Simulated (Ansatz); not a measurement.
# C2H6B (SMILES [CH2]BC): UHF/STO-3G

Aim: the vertical electron affinity of C2H6B at UHF/STO-3G, from 2 runs. 

Program for the calculation: Ansatz 0.2.0.

45 further runs of the same task are left out: 45 set aside as unsound or not needed.

## Step 1: The system as given

C2H6B: 9 atoms, total charge 0, spin state doublet. As SMILES, `[CH2]BC`. Geometry: relaxed at PBE0-D4/def2-TZVP. This is one conformer, not always the lowest.

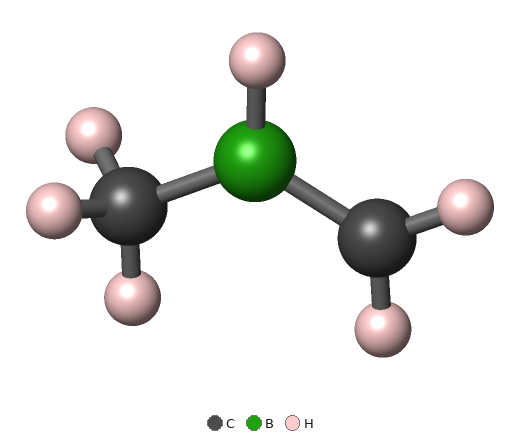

The structure, seen from a chosen angle (carbon dark grey, boron green, hydrogen pink).

## Step 2: The energy at UHF/STO-3G

The input, in.yaml:

```yaml
crystal:
  periodic: [false, false, false]
  atoms:
    - symbol: C
      position_ang: [-0.840100, 0.743300, -1.023500]
    - symbol: B
      position_ang: [0.191800, 0.540800, 0.089100]
    - symbol: C
      position_ang: [0.525000, -0.860100, 0.691800]
    - symbol: H
      position_ang: [-1.406600, -0.078400, -1.457800]
    - symbol: H
      position_ang: [-1.074500, 1.714900, -1.450600]
    - symbol: H
      position_ang: [0.769100, 1.506600, 0.513000]
    - symbol: H
      position_ang: [-0.036500, -1.695300, 0.267500]
    - symbol: H
      position_ang: [1.596100, -1.069200, 0.576400]
    - symbol: H
      position_ang: [0.364200, -0.849200, 1.777100]
basis:
  gaussian: {orbitals: STO-3G}
total_charge: 0
magnetization: {spin_polarized: true, initial_magnetization: 1}
hamiltonian: {xc: hf}
accuracy: high
output: {orbitals: {seedname: orbitals}}
```

On the command line:

```sh
$ ansatz run in.yaml --threads 1 --pin off --max-ram 3480MiB --events-out events.jsonl --progress --plain --runs-dir runs
```

Output:

```text
Warning: RAYON_NUM_THREADS=1 ignored (pool sized by the plan → 1); use --threads N
Functional definition: HF
  name "HF"
  exchange = exact_x
  correlation = 0
395 factors; integrals over basis functions are off by at most 1.4e-8 eV
mean field evaluation 1: about -2791.6283 eV, gradient 9.7e0 eV
mean field evaluation 2: about -2791.7197 eV, gradient 9.6e0 eV
mean field evaluation 4: about -2792.6963 eV, gradient 9.6e-1 eV
mean field evaluation 8: about -2792.7198 eV, gradient 1.2e-2 eV
mean field -2792.71981840 eV, -102.6305603525 hartree, gradient 2.0e-8 eV, S^2 0.759675; 0 other end points of the search recorded, 0 dependent functions left out
reference -2792.71981840 eV, -102.6305603525 hartree; 12, 11 occupied and 9, 10 virtual orbitals, 395 factors
Total energy: -2792.71981840 eV, -102.6305603525 hartree
```

Run time: 0.12 s. Hardware: 1 thread of Arm Neoverse V2, shared host.

## Step 3: The singlet anion

The input, input.yaml:

```yaml
crystal:
  periodic: [false, false, false]
  atoms:
    - {symbol: C, position_ang: [-0.840100, 0.743300, -1.023500]}
    - {symbol: B, position_ang: [0.191800, 0.540800, 0.089100]}
    - {symbol: C, position_ang: [0.525000, -0.860100, 0.691800]}
    - {symbol: H, position_ang: [-1.406600, -0.078400, -1.457800]}
    - {symbol: H, position_ang: [-1.074500, 1.714900, -1.450600]}
    - {symbol: H, position_ang: [0.769100, 1.506600, 0.513000]}
    - {symbol: H, position_ang: [-0.036500, -1.695300, 0.267500]}
    - {symbol: H, position_ang: [1.596100, -1.069200, 0.576400]}
    - {symbol: H, position_ang: [0.364200, -0.849200, 1.777100]}
basis:
  gaussian:
    orbitals: STO-3G
total_charge: -1
hamiltonian:
  xc: hf
accuracy: high
output:
  orbitals: {seedname: orbitals}
```

On the command line:

```sh
$ ansatz run input.yaml --threads 1 --pin off --max-ram 3480MiB --events-out events.jsonl --progress --plain --runs-dir runs
```

Output:

```text
Warning: RAYON_NUM_THREADS=1 ignored (pool sized by the plan → 1); use --threads N
Functional definition: HF
  name "HF"
  exchange = exact_x
  correlation = 0
395 factors; integrals over basis functions are off by at most 1.4e-8 eV
mean field evaluation 1: about -2787.0679 eV, gradient 1.9e1 eV
mean field evaluation 2: about -2787.1776 eV, gradient 1.9e1 eV
mean field evaluation 4: about -2788.4811 eV, gradient 2.0e0 eV
mean field evaluation 8: about -2788.4950 eV, gradient 2.1e-2 eV
mean field -2788.49497840 eV, -102.4753003463 hartree, gradient 5.3e-8 eV, S^2 0.000000; 0 other end points of the search recorded, 0 dependent functions left out
reference -2788.49497840 eV, -102.4753003463 hartree; 12, 12 occupied and 9, 9 virtual orbitals, 395 factors
Total energy: -2788.49497840 eV, -102.4753003463 hartree
```

Run time: 0.12 s. Hardware: 1 thread of Arm Neoverse V2, shared host.

## Step 4: Outcome

At UHF/STO-3G:

| quantity | value |
| --- | --- |
| doublet C2H6B: total energy | -102.63056 Eh |
| doublet C2H6B: HOMO energy (highest over α and β) | -9.71 eV |
| doublet C2H6B: LUMO energy (lowest over α and β) | 5.08 eV |
| doublet C2H6B: ⟨S²⟩ | 0.760 |
| singlet anion: total energy | -102.47530 Eh |
| singlet anion: HOMO energy | 2.68 eV |
| singlet anion: LUMO energy | 17.67 eV |
| singlet anion: HOMO–LUMO gap (to an unbound level, set by the basis) | 15.00 eV |
| vertical electron affinity (to the singlet anion) | -4.225 eV |

The anion lies 4.22 eV (97 kcal/mol) above the neutral: the electron isn't bound at this level, and such a value depends on the basis. Without diffuse functions anions come out too high. Hartree–Fock misses the correlation that binds many anions. In a minimal basis such a difference can be off by several eV, whatever the method. The HOMO (singlet anion) lies at positive energy, 2.68 eV: the electron is unbound at this level or held by a compact basis; values depend on the basis.
